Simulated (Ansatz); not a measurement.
# CCSD(T)/def2-SVP (core potential) run of CH6O3Sn (SMILES C[Sn](O)(O)O)

What is the electronic atomisation energy of CH6O3Sn at CCSD(T)/def2-SVP (core potential)? 

The results are computed with Ansatz 0.2.0.

34 further runs of the same task are left out: 34 set aside as unsound or not needed.

## 1. The molecule

CH6O3Sn: 11 atoms, total charge 0, spin state singlet. SMILES: `C[Sn](O)(O)O`. The coordinates come from a PBE0-D4/def2-TZVP relaxation. This is one conformer, not always the lowest.

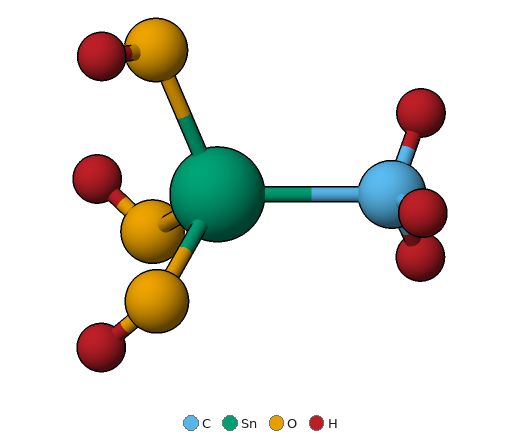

Viewed from a chosen angle; carbon blue, tin teal, oxygen amber, hydrogen red.

## 2. The energy at CCSD(T)/def2-SVP (core potential)

run.yaml reads:

```yaml
crystal:
  periodic: [false, false, false]
  atoms:
    - {symbol: C, position_ang: [-1.634780, 0.821450, 0.161210]}
    - {symbol: Sn, position_ang: [0.242220, -0.121540, -0.023890]}
    - {symbol: O, position_ang: [0.658370, -1.274060, 1.505120]}
    - {symbol: O, position_ang: [1.718000, 1.160190, -0.160160]}
    - {symbol: O, position_ang: [0.358560, -1.259930, -1.614460]}
    - {symbol: H, position_ang: [-1.512400, 1.751180, 0.714920]}
    - {symbol: H, position_ang: [-2.026840, 1.031120, -0.832930]}
    - {symbol: H, position_ang: [-2.314250, 0.158830, 0.695300]}
    - {symbol: H, position_ang: [1.532360, -1.093390, 1.861260]}
    - {symbol: H, position_ang: [2.293460, 0.964390, -0.904370]}
    - {symbol: H, position_ang: [0.685300, -2.138250, -1.402000]}
basis:
  gaussian: {orbitals: def2-SVP}
scf: {omitted_lower_state_checks: [cluster_reference, increment]}
accuracy: high
correlation: {method: ccsd_t, frozen_orbitals: {C: 1, H: 0, O: 1, Sn: 4}}
```

Command:

```bash
$ ansatz run run.yaml --threads 1 --pin off --max-ram 3480MiB --events-out events.jsonl --progress --plain --runs-dir runs
```

What it wrote, cut to the lines that bear on the results:

```text
Warning: RAYON_NUM_THREADS=1 ignored (pool sized by the plan → 1); use --threads N
Functional definition: HF
  name "HF"
[...]
2647 factors; integrals over basis functions are off by at most 1.1e-8 eV
[...]
mean field -13037.60195332 eV, -479.1230345804 hartree, gradient 1.1e-8 eV, S^2 0.000000; 0 other end points of the search recorded, 0 dependent functions left out
8 core orbitals not correlated: weight in the atoms' cores, before any rotation towards them, 1.000 or more for the frozen orbitals, at most 0.000 for the correlated occupied ones
reference -13037.60195332 eV, -479.1230345804 hartree; 21, 21 occupied and 83, 83 virtual orbitals, 2647 factors
second order -22.55968942 eV of doubles, -0.00000000 eV of singles
cycle   1  -22.73169075 eV  change   -1.7e-1 eV  update   1.1e-1
[...]
cycle  20  -23.41711448 eV  change   -1.8e-9 eV  update   3.3e-9
perturbative correction -0.55971678 eV, -0.0205692122 hartree
Total energy: -13061.57878457 eV, -480.0041668769 hartree
Checks for a lower state left out: cluster_reference, increment
```

Wall time 31 s (1 thread of AMD EPYC 9R45 (Zen 5), shared host); peak memory 1.2 GiB.

## 3. The C atom, same level

input.yaml reads:

```yaml
crystal:
  periodic: [false, false, false]
  atoms:
    - {symbol: C, position_ang: [0.000000, 0.000000, 0.000000]}
basis:
  gaussian: {orbitals: def2-SVP}
magnetization: {spin_polarized: true, initial_magnetization: 2}
correlation: {method: ccsd_t, frozen_orbitals: {C: 1}}
scf: {omitted_lower_state_checks: [cluster_reference, increment]}
accuracy: high
```

Run the same way, it converges to -37.71541 Eh (log not shown).

## 4. The H atom: a single-point energy at UHF/def2-SVP

input.yaml reads:

```yaml
crystal:
  periodic: [false, false, false]
  atoms:
    - symbol: H
      position_ang: [0.000000, 0.000000, 0.000000]
basis:
  gaussian: {orbitals: def2-SVP}
magnetization: {spin_polarized: true, initial_magnetization: 1}
hamiltonian: {xc: hf}
accuracy: high
```

Run the same way, it converges to -0.49928 Eh (log not shown).

## 5. The O atom at the same level

run.yaml reads:

```yaml
crystal:
  periodic: [false, false, false]
  atoms:
    - {symbol: O, position_ang: [0.000000, 0.000000, 0.000000]}
basis:
  gaussian: {orbitals: def2-SVP}
total_charge: 0
magnetization: {spin_polarized: true, initial_magnetization: 2}
correlation: {method: ccsd_t, frozen_orbitals: {O: 1}}
accuracy: high
scf: {omitted_lower_state_checks: [cluster_reference, increment]}
```

Run the same way, it converges to -74.83747 Eh (log not shown).

## 6. The Sn atom

run.yaml reads:

```yaml
crystal:
  periodic: [false, false, false]
  atoms:
    - symbol: Sn
      position_ang: [0.000000, 0.000000, 0.000000]
basis:
  gaussian: {orbitals: def2-SVP}
correlation: {method: ccsd_t, frozen_orbitals: {Sn: 4}}
magnetization: {spin_polarized: true, initial_magnetization: 2}
scf: {omitted_lower_state_checks: [cluster_reference, increment]}
accuracy: high
```

Command:

```bash
$ ansatz run run.yaml --threads 1 --pin off --max-ram 3480MiB --events-out events.jsonl --progress --plain --runs-dir runs
```

What it wrote, cut to the lines that bear on the results:

```text
Warning: RAYON_NUM_THREADS=1 ignored (pool sized by the plan → 1); use --threads N
[... 2 set-up lines as earlier in the session ...]
[...]
223 factors; integrals over basis functions are off by at most 2.0e-9 eV
[...]
mean field -5805.17192633 eV, -213.3361334058 hartree, gradient 2.6e-8 eV, S^2 2.009582; 3 other end points of the search recorded, 0 dependent functions left out
4 core orbitals not correlated: weight in the atoms' cores, before any rotation towards them, 1.000 or more for the frozen orbitals, at most 0.000 for the correlated occupied ones
reference -5805.17192633 eV, -213.3361334058 hartree; 8, 6 occupied and 14, 16 virtual orbitals, 223 factors
second order -1.52760676 eV of doubles, -0.00000000 eV of singles
cycle   1  -1.79612459 eV  change   -2.7e-1 eV  update   5.0e-2
[...]
cycle  14  -1.92265951 eV  change   1.8e-10 eV  update  7.2e-10
perturbative correction -0.04107417 eV, -0.0015094481 hartree
Total energy: -5807.13566001 eV, -213.4082992875 hartree
Checks for a lower state left out: cluster_reference, increment
```

Run time: 0.3 s. Hardware: 1 thread of AMD EPYC 9R45 (Zen 5), shared host.

## 7. Results

At CCSD(T)/def2-SVP (core potential), 8 core orbitals frozen:

```
                                             quantity          value
                               molecule: total energy  -480.00417 Eh
molecule: correlation energy (8 core orbitals frozen)     -881.1 mEh
                             molecule: (T) correction     -20.57 mEh
                              molecule: T1 diagnostic          0.012
                                 C atom: total energy   -37.71541 Eh
   C atom: correlation energy (1 core orbital frozen)      -70.2 mEh
                               C atom: (T) correction      -1.01 mEh
            C atom: ⟨S²⟩ of the reference determinant          2.007
                                C atom: T1 diagnostic          0.007
                                 H atom: total energy    -0.49928 Eh
                                         H atom: ⟨S²⟩          0.750
                                 O atom: total energy   -74.83747 Eh
   O atom: correlation energy (1 core orbital frozen)     -117.4 mEh
                               O atom: (T) correction      -0.83 mEh
            O atom: ⟨S²⟩ of the reference determinant          2.005
                                O atom: T1 diagnostic          0.003
                                Sn atom: total energy  -213.40830 Eh
 Sn atom: correlation energy (4 core orbitals frozen)      -72.2 mEh
                              Sn atom: (T) correction      -1.51 mEh
           Sn atom: ⟨S²⟩ of the reference determinant          2.010
                               Sn atom: T1 diagnostic          0.005
                        electronic atomisation energy      37.344 eV
```

Taking the molecule apart into free atoms costs 37.34 eV (861 kcal/mol), before zero-point energy and without spin-orbit coupling. The triples (molecule) make up 2.3 % of the correlation energy. The triples (C atom) make up 1.4 % of the correlation energy. The triples (O atom) make up 0.7 % of the correlation energy. The triples (Sn atom) make up 2.1 % of the correlation energy.
